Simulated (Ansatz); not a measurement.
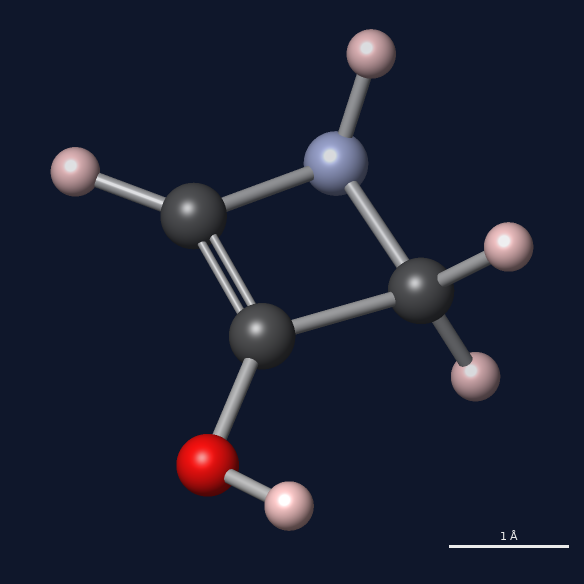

The picture shows a molecular structure as a ball-and-stick model. Double and triple bonds are drawn as two and three sticks. Colours: oxygen red, carbon dark grey, nitrogen light blue, hydrogen pink.

Question: Give the formula.

Answer: C₃H₅NO, 10 atoms: 3 carbon, 5 hydrogen, 1 nitrogen and 1 oxygen.

Question: How many sets of symmetry-equivalent atoms are there?

Answer: 10: 1 O, 1 C, 1 C, 1 N, 1 C, 1 H, 1 H, 1 H, 1 H, 1 H.

Question: What is the point group of this geometry?

Answer: C1.

Question: Count the bonded pairs by element.

Answer: 3 C–H, 2 C–C, 2 C–N, 1 C–O, 1 O–H, 1 N–H.

More results for the same structure follow; atom numbers are the same in all pictures, views and colours differ. The computed structure is the end point of a PBE0-D4/def2-TZVP optimisation.

Geometry

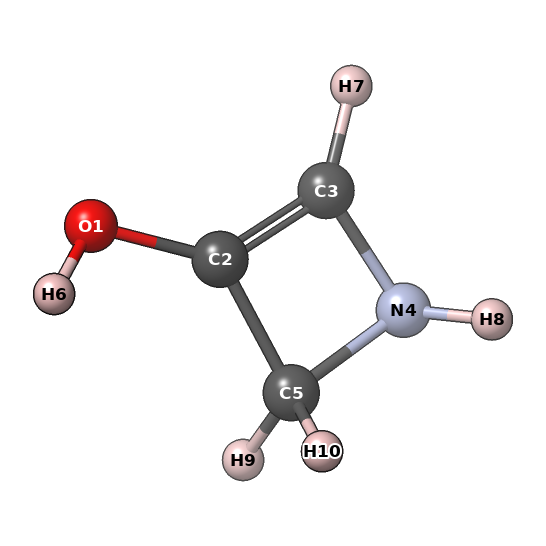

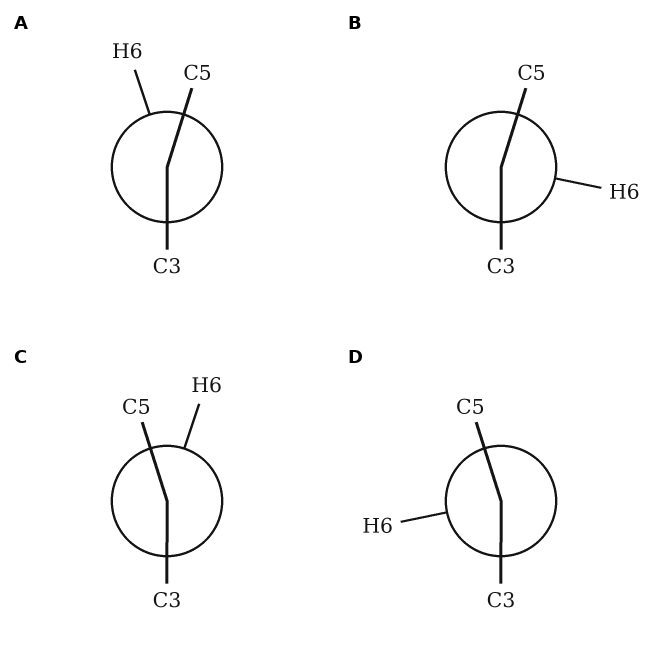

Distant atoms are faded towards the background colour. Bonds that would overlap in a projection are set slightly apart.

Question: Which Newman projection shows the view along C2–O1, with C2 in front?

Answer: C. The torsion angle C5–C2–O1–H6 is 36°, synclinal (gauche).

Levels of theory compared

Program: Ansatz 0.2.0.

Compare HOMO energy (eV), HOMO–LUMO gap (eV) at these levels: B97M-V/def2-TZVPP; BHLYP-D4/def2-TZVPP; BLYP-D4/def2-TZVPP; CAM-B3LYP-D4/def2-TZVPP; PBE0-D4/def2-QZVPP; r2SCAN-D4/def2-TZVPP; r2SCAN0-D4/def2-TZVPP; revPBE-D4/def2-TZVPP; ωB97M-V/def2-QZVPP.

| level | HOMO energy (eV) | HOMO–LUMO gap (eV) |
| --- | --- | --- |
| B97M-V/def2-TZVPP | −4.78 | 5.00 |
| BHLYP-D4/def2-TZVPP | −6.85 | 8.27 |
| BLYP-D4/def2-TZVPP | −4.38 | 4.24 |
| CAM-B3LYP-D4/def2-TZVPP | −7.08 | 8.64 |
| PBE0-D4/def2-QZVPP | −5.78 | 6.13 |
| r2SCAN-D4/def2-TZVPP | −4.69 | 5.03 |
| r2SCAN0-D4/def2-TZVPP | −5.86 | 7.04 |
| revPBE-D4/def2-TZVPP | −4.44 | 4.42 |
| ωB97M-V/def2-QZVPP | −8.02 | 9.51 |

Vibrations

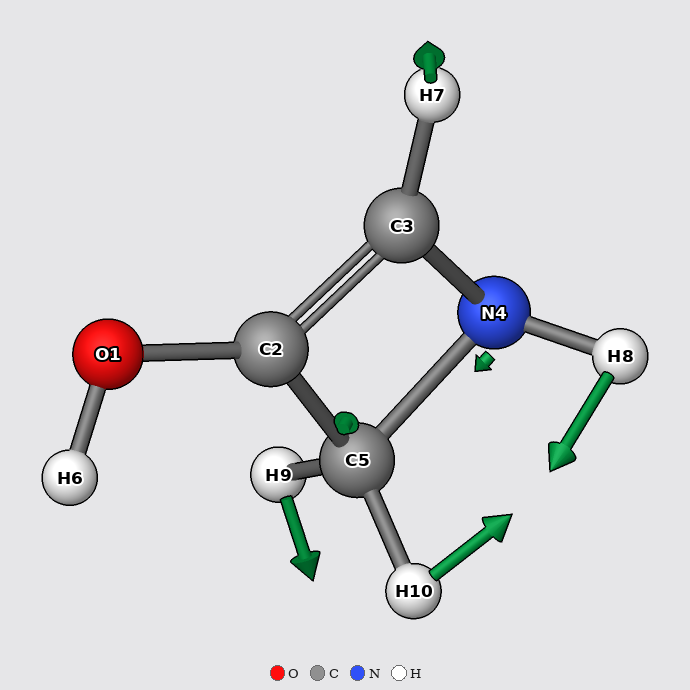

The arrows show one normal mode. Harmonic vibrations computed with RKS PBE0-D4/def2-TZVP (Ansatz 0.2.0) at a stationary point of the same level.

Question: At what wavenumber does it lie?

Answer: 953 cm⁻¹; it is mode 8 of 24 counted from the lowest.

Charges

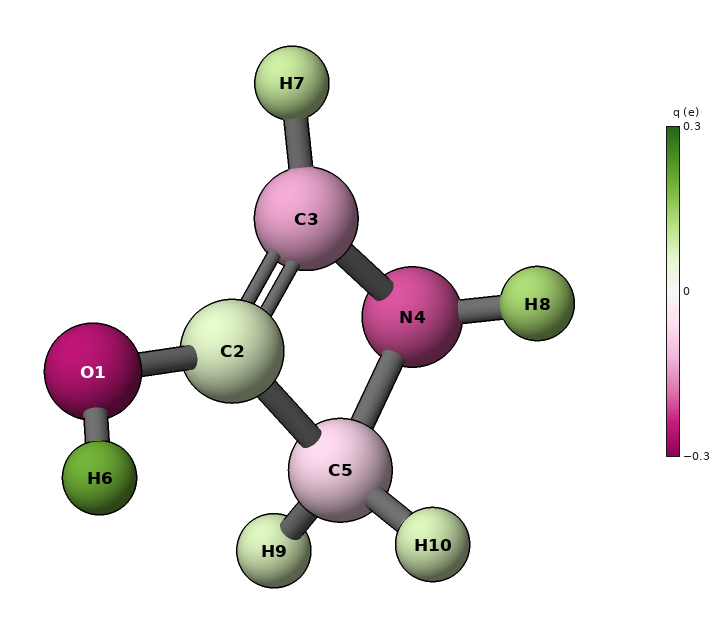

Atoms are coloured by their Mulliken charges. Method: RKS PBE-D4/def2-TZVPP (Ansatz 0.2.0).

List the Mulliken charges.

| atom | value (e) |
| --- | --- |
| O1 | −0.25 |
| C2 | 0.07 |
| C3 | −0.14 |
| N4 | −0.20 |
| C5 | −0.08 |
| H6 | 0.20 |
| H7 | 0.10 |
| H8 | 0.14 |
| H9 | 0.08 |
| H10 | 0.08 |

Dipole moment

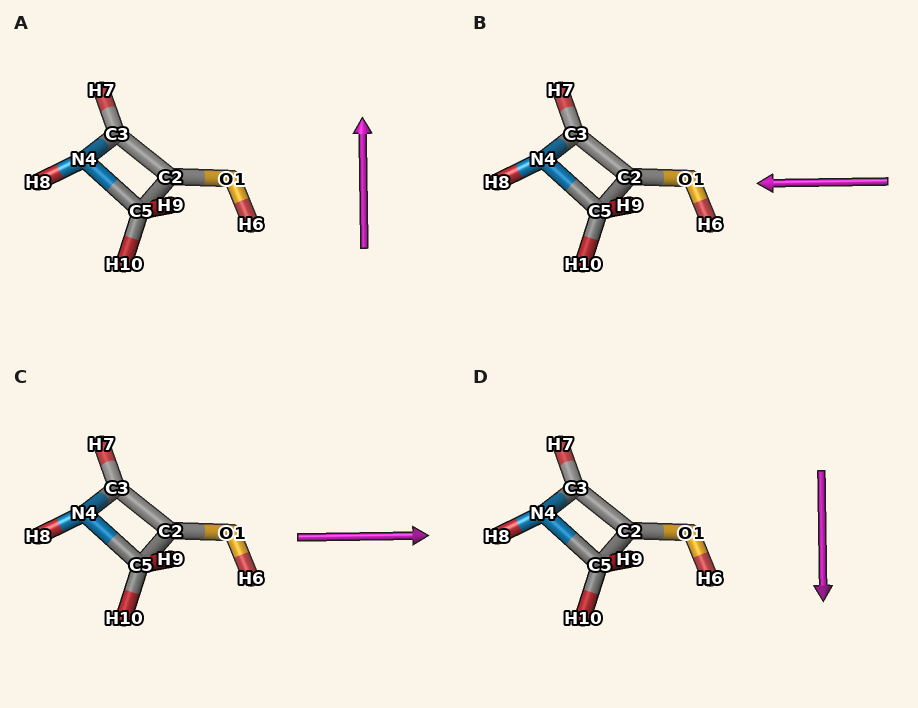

The same molecule four times, each with an arrow. Properties computed with RKS B3LYP-D4/def2-TZVPP (Ansatz 0.2.0).

Question: Which arrow points along the dipole moment, from the negative to the positive end?

Answer: D. The dipole moment is 2.38 D; it points from the side of H7 to the side of H10 (the outermost atoms at the two ends).

Mulliken values depend strongly on the basis set and can even reverse the polarity of a bond.
